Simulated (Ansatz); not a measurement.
Cl$_{3}$IZr (SMILES [Cl][Zr]([Cl])([Cl])[I])

Input file:

```
crystal:
  periodic: [false, false, false]
  atoms:
    - {symbol: Cl, position_ang: [-0.576794, -0.171467, 2.267097]}
    - {symbol: Cl, position_ang: [1.858632, -1.316321, -0.405586]}
    - {symbol: Cl, position_ang: [-1.861223, -1.227603, -1.141726]}
    - {symbol: I, position_ang: [0.105866, 2.343719, -0.879375]}
    - {symbol: Zr, position_ang: [-0.126883, -0.185450, -0.008089]}
basis:
  gaussian:
    orbitals: def2-TZVPD
hamiltonian:
  xc: pbe0
output: {forces: true, orbitals: {seedname: orbitals}}
```

Command:

```sh
ansatz run input.yaml --threads 2 --pin off --max-ram 5220MiB --events-out events.jsonl --progress --plain --runs-dir runs
```

Geometry: PBE0-D4/def2-SVP; core potentials replace the inner electrons of I and Zr.

Computed with isolated molecule in a Gaussian basis; Kohn-Sham density functional theory, functional PBE0 in Ansatz.

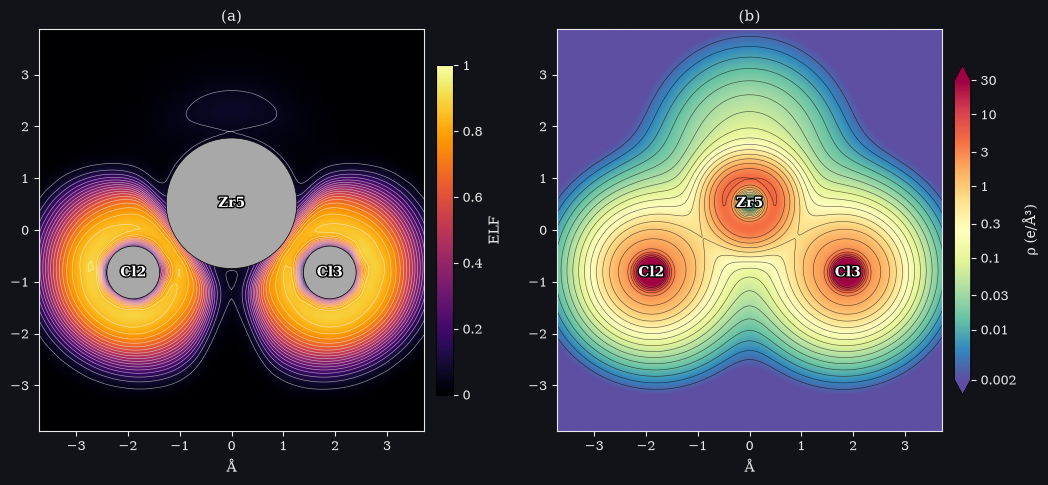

Figure 1. (a) ELF; (b) electron density on the plane of atoms Cl2, Zr5 and Cl3. Grey discs cover the atomic cores in the ELF map.

Q: What does the map show?

A: Atoms in the plane: Cl and Zr. Zr–Cl (2.32 Å): ρ at the midpoint is about 0.65 e/Å³; the ELF peaks at about 0.85 in the valence shell of Cl, 0.8 Å from its nucleus, and is about 0.35 at the midpoint.

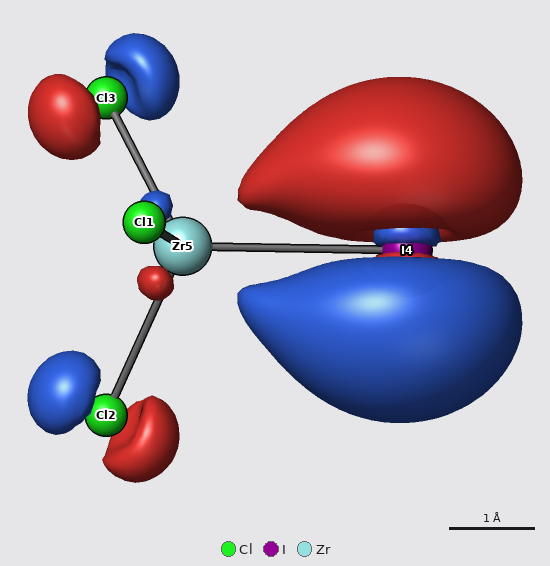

Figure 2. The HOMO at ±0.1 Å⁻³ᐟ² (blue and red are the two phases), seen across its widest extent.

Q: Describe this orbital and give its energy.

A: It lies mainly on I4 (about 85 %) and Zr5 (about 10 %); largely a lone pair of I4. It is one of a degenerate set, so its orientation is arbitrary. Its energy is −8.42 eV.

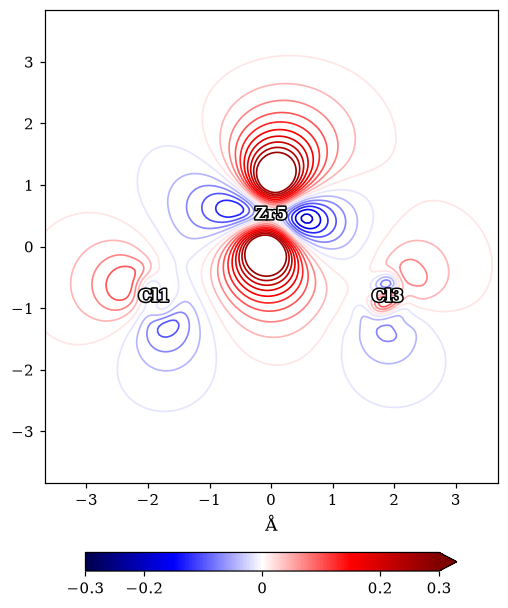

Figure 3. The LUMO on the plane of atoms Cl1, Zr5 and Cl3 (values in Å⁻³ᐟ²; the overall sign is arbitrary).

Q: Where does this orbital lie, and at what energy?

A: By Hirshfeld shares it lies mainly on Zr5 (about 65 %), I4 (about 10 %), Cl2 (about 10 %), Cl1 (about 10 %) and Cl3 (about 10 %). It is one of a degenerate set, so its orientation is arbitrary. Its energy is −2.85 eV.
